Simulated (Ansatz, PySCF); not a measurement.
Potential energy curve for MgC, lowest triplet found (which spin is the ground state isn't settled by this scan).

Levels of theory: ROCCSD = CCSD on ROHF/aug-cc-pVDZ, frozen core (Ansatz, a program for electronic structure); ROCCSD(T) = CCSD(T) on ROHF/aug-cc-pVDZ, frozen core in Ansatz; UKS-B3LYP/6-31G* = unrestricted B3LYP/6-31G*, spherical d (PySCF 2.14.0); ROHF/aug-cc-pVDZ (Ansatz).

Energies are in eV, each relative to the lowest point of its own curve between 1.81 and 2.60 Å, where full CI is lowest.

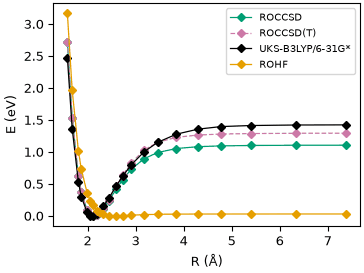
Energy against bond length for each method.

| R / Å | ROCCSD | ROCCSD(T) | UKS-B3LYP/6-31G* | ROHF |
|---|---|---|---|---|
| 1.58 | 2.722 | 2.727 | 2.477 | 3.168 |
| 1.68 | 1.532 | 1.534 | 1.367 | 1.967 |
| 1.81 | 0.622 | 0.621 | 0.527 | 1.013 |
| 1.87 | 0.372 | 0.370 | 0.300 | 0.731 |
| 1.99 | 0.087 | 0.085 | 0.056 | 0.363 |
| 2.06 | 0.018 | 0.017 | 0.006 | 0.232 |
| 2.11 | 0.000 | 0.000 | 0.000 | 0.165 |
| 2.20 | 0.017 | 0.020 | 0.034 | 0.083 |
| 2.24 | 0.040 | 0.045 | 0.063 | 0.059 |
| 2.33 | 0.116 | 0.127 | 0.149 | 0.025 |
| 2.44 | 0.235 | 0.257 | 0.276 | 0.005 |
| 2.60 | 0.423 | 0.468 | 0.471 | 0.000 |
| 2.73 | 0.567 | 0.633 | 0.620 | 0.004 |
| 2.91 | 0.731 | 0.829 | 0.800 | 0.011 |
| 3.18 | 0.896 | 1.032 | 1.004 | 0.020 |
| 3.46 | 0.991 | 1.151 | 1.151 | 0.025 |
| 3.85 | 1.054 | 1.229 | 1.278 | 0.028 |
| 4.30 | 1.083 | 1.265 | 1.357 | 0.029 |
| 4.78 | 1.095 | 1.280 | 1.397 | 0.030 |
| 5.40 | 1.102 | 1.288 | 1.414 | 0.030 |
| 6.33 | 1.105 | 1.292 | 1.422 | 0.030 |
| 7.38 | 1.106 | 1.294 | 1.424 | 0.031 |

At the longest distance, 7.38 Å, UKS-B3LYP/6-31G* lies highest above its minimum (1.424 eV) and ROHF lowest (0.031 eV).

The T1 diagnostic of CCSD on the restricted reference of ROCCSD, ROCCSD(T) exceeds 0.045 at 1.58 to 3.18 Å. The unrestricted determinant behind UKS-B3LYP/6-31G* is spin-contaminated at 1.58 to 2.91 Å (<S²> up to 2.6, against 2.00 for a pure triplet).
